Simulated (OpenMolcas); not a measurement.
A ladder of methods for CH6O3Sn (SMILES C[Sn](O)(O)O)

CH6O3Sn: 11 atoms, total charge 0, spin state singlet. As SMILES, `C[Sn](O)(O)O`. The shape is that of a PBE0-D4/def2-TZVP optimisation. This is one conformer, not always the lowest.

Quantity: the vertical ionisation energy (to the doublet cation), in eV. The values are calculated.

```csv
level,kind,program,value (eV),CPU time (all runs)
HF/def2-SVP (core potential),Hartree–Fock,OpenMolcas,10.68,48 s
BLYP/def2-SVP (core potential),GGA,OpenMolcas,9.28,3.3 min
PBE/def2-SVP (core potential),GGA,OpenMolcas,9.45,3.1 min
revPBE/def2-SVP (core potential),GGA,OpenMolcas,9.39,2.9 min
TPSS/def2-SVP (core potential),meta-GGA,OpenMolcas,9.49,4.8 min
B3LYP/def2-SVP (core potential),global hybrid,OpenMolcas,10.04,2.6 min
BHLYP/def2-SVP (core potential),global hybrid,OpenMolcas,10.69,4.2 min
M06-2X/def2-SVP (core potential),hybrid meta-GGA,OpenMolcas,10.77,3.5 min
```

Spin-orbit coupling, which can split open shells on such heavy atoms by tenths of an eV, is left out. The values span 9.28 to 10.77 eV. B3LYP/def2-SVP (core potential) lies far from functionals of the same kind, perhaps in another electronic state. Times are those of the runs behind each value, whatever else they computed, on shared processors of several kinds: orders of magnitude only.

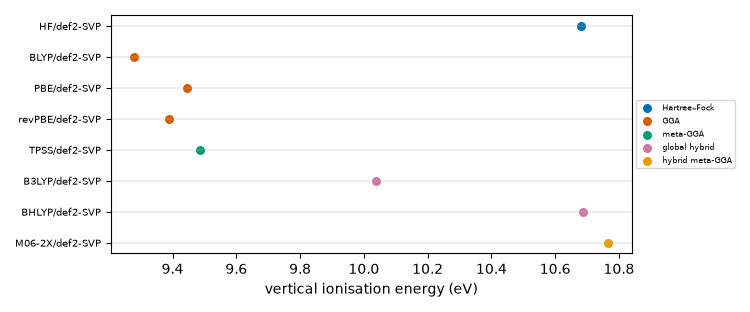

The values of the table, level by level.
